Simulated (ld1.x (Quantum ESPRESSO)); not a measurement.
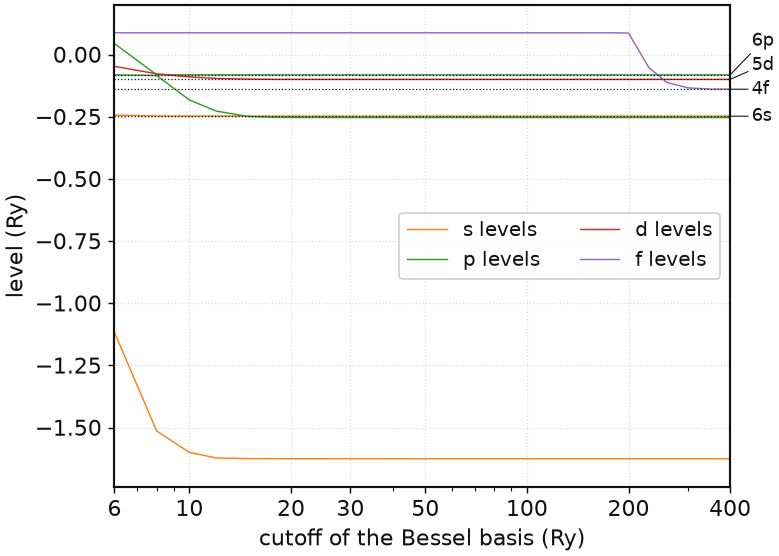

The pseudo-atom Hamiltonian at the reference potential is diagonalised in spherical Bessel functions (20 bohr box) up to the cutoff. Curves: the lowest levels of each channel that holds a bound state. Dotted lines: the all-electron valence levels.

Samarium, norm-conserving Troullier–Martins (Kleinman–Bylander form), made with ld1.x (Quantum ESPRESSO) 7.5 (PBE, scalar-relativistic). Core [Xe], reference 4f6 5d0.5 6s1.5 6p0. Waves: 6s (bound): rc 2.95 bohr; 6p (bound, empty): rc 4.20 bohr; 5d (bound): rc 2.70 bohr; 4f (bound): rc 0.95 bohr. Local part: all-electron potential smoothed inside 1.95 bohr (lloc = -2). Core correction: none.

Is there a ghost state?

Ghost states below the valence levels: s at -22.1 eV, p at -3.4 eV. A ghost is a curve that settles on no dotted line: a bound state with no counterpart among the valence levels. In Ry: s -1.63, p -0.25.

Does the ghost need a high cutoff to show?

The lowest s curve lies clearly below the lowest valence level of its channel already at the lowest cutoff, 6 Ry, and ends at -1.63 Ry.

Read the all-electron valence levels.

6s: -0.25 Ry; 6p: -0.08 Ry; 5d: -0.10 Ry; 4f: -0.14 Ry.
